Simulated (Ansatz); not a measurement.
# C₃H₉FInN: a ladder of functionals and wavefunction methods

How much do the methods differ for C₃H₉FInN? The plan is to run it at one geometry with functionals of several rungs and with coupled cluster, and see how far each lands from CCSD(T) at the basis-set limit for the atomisation energy.

The runs use Ansatz 0.2.0, Gaussian basis; functionals in def2-TZVPP, the program's frozen cores in correlated methods.

Levels to be run: PBE-D4, r2SCAN-D4, PBE0-D4, B3LYP-D4, ωB97X-V, ωB97M-V, B2PLYP; CCSD(T)/def2-TZVPP; MP2/def2-QZVPP; extrapolation to the limit.

## Step 1: Structure used throughout

The geometry comes from an earlier relaxation with PBE0-D4 in a triple-zeta def2 set; it is a stationary point, not always the lowest conformer. In takes the def2 core potential; no spin-orbit term is included.

15 atoms, charge 0, spin multiplicity 1.

Atoms are counted from 1 here; the program's logs count them from 0.

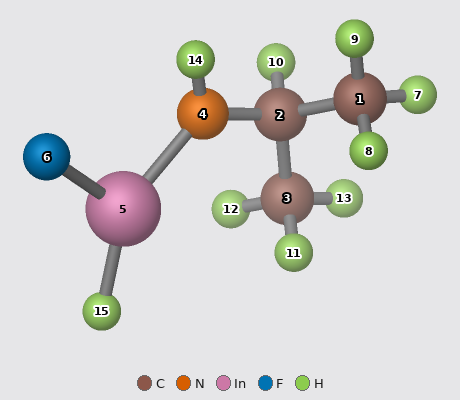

The structure; carbon brown, nitrogen orange, indium pink, fluorine blue, hydrogen green; atoms are numbered from 1 in the order of the file.

## Step 2: PBE-D4 (GGA)

Input file in.yaml:

```yaml
crystal:
  periodic: [false, false, false]
  atoms:
    - {symbol: C, position_ang: [0.668364, 0.951531, -1.400406]}
    - {symbol: C, position_ang: [0.017364, -0.260840, -0.747583]}
    - {symbol: C, position_ang: [1.030547, -1.054478, 0.052381]}
    - {symbol: N, position_ang: [-1.102101, 0.116178, 0.087888]}
    - {symbol: In, position_ang: [-1.305945, 0.057505, 2.065424]}
    - {symbol: F, position_ang: [-2.997643, 1.004139, 2.384297]}
    - {symbol: H, position_ang: [1.466233, 0.652506, -2.086053]}
    - {symbol: H, position_ang: [1.093543, 1.609655, -0.636952]}
    - {symbol: H, position_ang: [-0.065025, 1.527599, -1.970062]}
    - {symbol: H, position_ang: [-0.349326, -0.916866, -1.553099]}
    - {symbol: H, position_ang: [1.456688, -0.439381, 0.854097]}
    - {symbol: H, position_ang: [0.574234, -1.941687, 0.500636]}
    - {symbol: H, position_ang: [1.856593, -1.386059, -0.579207]}
    - {symbol: H, position_ang: [-1.798989, 0.662649, -0.396961]}
    - {symbol: H, position_ang: [-0.544538, -0.582451, 3.425600]}
basis:
  gaussian: {orbitals: def2-TZVPP}
hamiltonian: {xc: pbe, dispersion: d4}
output: {forces: true, orbitals: {seedname: orbitals}}
```

The run is started by

```
> ansatz run in.yaml --threads 2 --pin off --events-out ev --progress --plain --max-ram 22528MiB --backend cuda --devices 0, --max-vram 18GiB
```

The runs that follow: r2SCAN-D4 (meta-GGA); PBE0-D4 (hybrid); B3LYP-D4 (hybrid); ωB97X-V (range-separated); ωB97M-V (range-separated); B2PLYP (double hybrid); CCSD(T) in def2-TZVPP; MP2 in def2-QZVPP.

**Question.** What will the summary of the whole plan be? Wanted: atomisation energy, CCSD(T)/CBS; farthest; mean size of error, hybrid; mean size of error, range-separated; gap, smallest and largest; T1 diagnostic; triples share of the correlation energy.

As calculated:

| quantity | value |
| --- | --- |
| atomisation energy, CCSD(T)/CBS | 5400.1 kJ/mol |
| functionals within 54.0 kJ/mol (1.0 %) | r2SCAN-D4, PBE0-D4, B3LYP-D4, ωB97X-V, ωB97M-V |
| farthest | B2PLYP (-83.0 kJ/mol) |
| mean size of error, hybrid | 21.5 kJ/mol |
| mean size of error, range-separated | 3.8 kJ/mol |
| gap, smallest and largest | 3.82 eV (PBE-D4), 9.83 eV (ωB97X-V) |
| T1 diagnostic | 0.0147 |
| triples share of the correlation energy | 3.5 % |

PBE-D4 is off by +79.3 kJ/mol. Double hybrids carry the basis error of their MP2 part in triple zeta, and no dispersion term here, so their miss is partly the set-up's. Misses under about 54.0 kJ/mol are within the doubt on the reference itself, which lacks core-valence correlation, spin-orbit coupling and higher excitations, and its outer-core shells are covered unevenly. All levels share the lack of spin-orbit coupling, which lowers the free heavy atoms and so the true binding. Hartree-Fock recovers 72 % of the binding; the rest is correlation. The gap grows from 3.8 to 9.8 eV across the functionals, mostly with the share of exact exchange. Correlated methods include outer-core shells of In, which these sets cover unevenly.
